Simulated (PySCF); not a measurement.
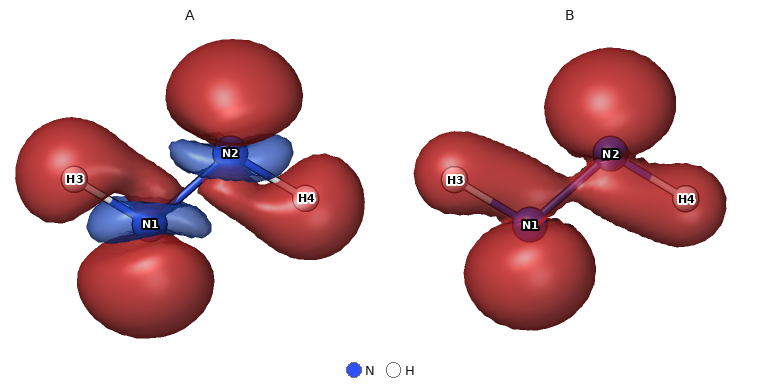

H2N2, SMILES `N=N`. The Fukui function f⁻ from two separate SCF calculations and the density of the HOMO, at ±0.04 e/Å³ (red positive, blue negative).

Method: B3LYP/def2-SVPD; geometry: GFN2-xTB; program: PySCF. No frequency check shows the geometry to be a minimum.

Coordinates in Å:

```
N1       0.5879    0.1878    0.0000
N2      -0.5879   -0.1878    0.0000
H3       1.2144   -0.6366    0.0000
H4      -1.2144    0.6366    0.0000
```

Q: Which panel is which, and how good is the frozen-orbital picture?

A: A is f⁻ (it has negative regions), B the HOMO density. The HOMO lies on N1 and N2 (42 % each) and H3 and H4 (8 % each); f⁻ (Hirshfeld-condensed) is largest on N1 and N2 (0.35 each); the vertical ionisation energy is 10.10 eV. Relaxation shifts 15 % of the electron between atoms. The orbital energy is −6.77 eV.
